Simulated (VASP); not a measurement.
Band structure of In (bct). Method: PBE GGA with D3 dispersion (Becke-Johnson damping), VASP's PBE PAW potentials (set 64) (plane waves; VASP 6.6.1).

Unless said otherwise, spin-orbit coupling is left out, though it shifts the bands of the heavy elements here.

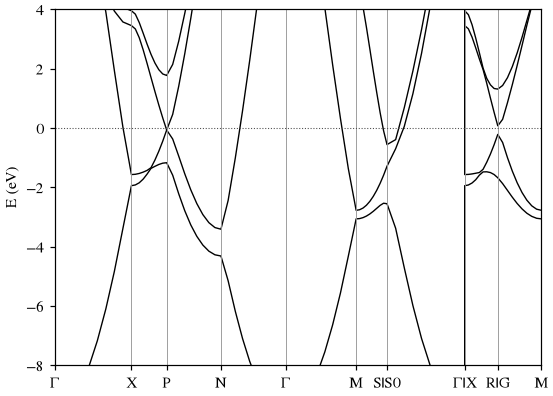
*Bands along high-symmetry lines, zero at the valence-band maximum or, without a gap, the Fermi level*

Read the plot: is there a gap, and where are the band edges?

It has no gap at this level: it comes out as a metal or semimetal. (Edges off the drawn lines would not show.)

The compound is In in the bct structure. It was relaxed first.
